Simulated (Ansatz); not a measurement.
# WS: what the fields show

Input file:

```
crystal:
  lattice:
    - [3.1966476151, 0.0, 0.0]
    - [0.0, 3.1966476151, 0.0]
    - [0.0, 0.0, 3.1966476151]
  atoms:
    - { symbol: W, position: [0.0, 0.0, 0.0] }
    - { symbol: S, position: [0.5, 0.5, 0.5] }
basis:
  ecutwfc: 420
kpoints:
  mp_grid: { grid: [12, 12, 12] }
hamiltonian:
  xc: pbe
  hubbard: { sites: [{ species: W, l: d, u_eff: 6.2 }] }
scf:
  occupations: { method: gaussian, width: 0.02 }
output:
  forces: true
  stress: true
  eigenvalues: true
  write_density: true
  write_potential: true
  elf: true
  volumetric_format: npy
```

Command:

```sh
ansatz run input.yaml --threads 1 --pin off --max-ram 2560MiB --backend cpu --events-out ev --progress --plain --runs-dir out
```

Below, planes, directions and counts refer to the conventional cell (a = 3.20 Å, b = 3.20 Å, c = 3.20 Å, α = 90.00°, β = 90.00°, γ = 90.00°).

Space group Pm-3m; started from the CsCl (B2) prototype, which need not be the ambient phase; computed pressure about 4 GPa in this cell; Hubbard U of 6.2 eV on W d only.

The calculation used DFT PBE+U, scalar-relativistic, plane waves, PAW in Ansatz.

The density is the valence pseudo-density of a PAW calculation; it isn't the true density close to the nuclei.

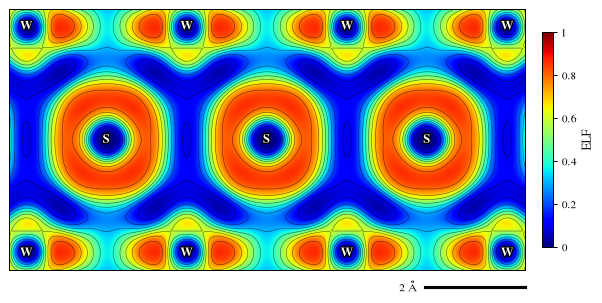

Figure 1. Electron localisation function on the (011) plane of the conventional cell.

### What does the map show?

- Atoms in the plane: W and S.
- W–S (2.77 Å): the ELF peaks at about 0.85 in the valence shell of S, 0.8 Å from its nucleus, and is about 0.25 at the midpoint.
- The features right at W lie inside the PAW spheres, where the map follows smoothed inner orbitals and isn't to be read closely.

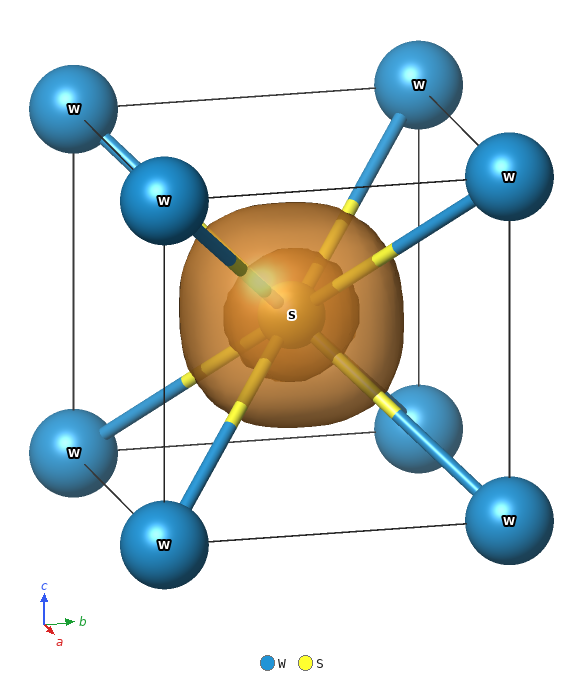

Figure 2. Isosurface of the electron localisation function at 0.75 (orange), seen slightly off an axis. Only the valence region is drawn (cores and ρ < 0.01 e/Å³ removed). Sticks mark near contacts.

### Describe the localisation domains.

The ELF exceeds this value in one region wrapped around S (its valence shell), counted in one cell of 2 atoms. Any copies at cell faces, edges or corners count once.
